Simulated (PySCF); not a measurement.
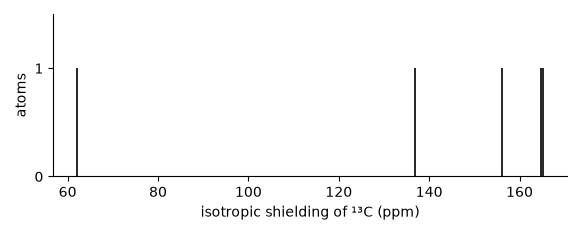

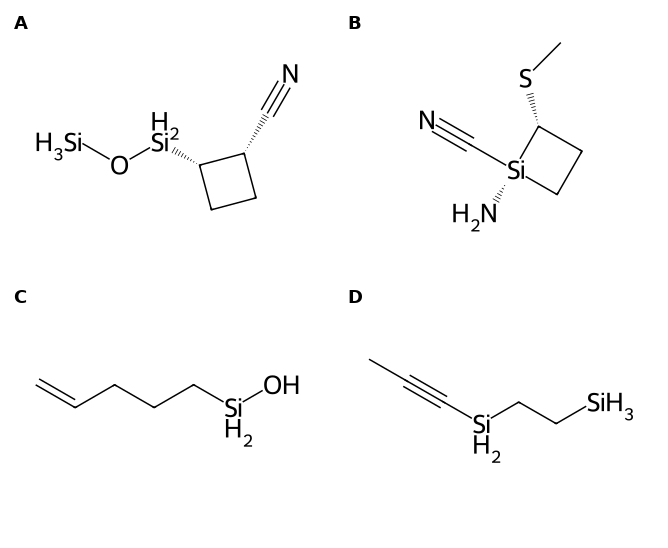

The sticks are computed shieldings of one of the molecules, for one fixed geometry (GFN2-xTB) without averaging over rotations. Low shielding means a high chemical shift. Method: GIAO PBE0/pcSseg-1 NMR shielding, non-relativistic, gas phase (PySCF 2.14.0).

Match the spectrum to a structure.

B, `CS[C@@H]1CC[Si@@]1(N)C#N`. Its 5 C atoms give lines at 62.0, 136.8, 156.2, 164.7, 165.3 ppm.

The geometry is semi-empirical. Around Si such bond lengths and angles can be off by a tenth of an ångström or more and by several degrees, and values that hang on the shape move with them.
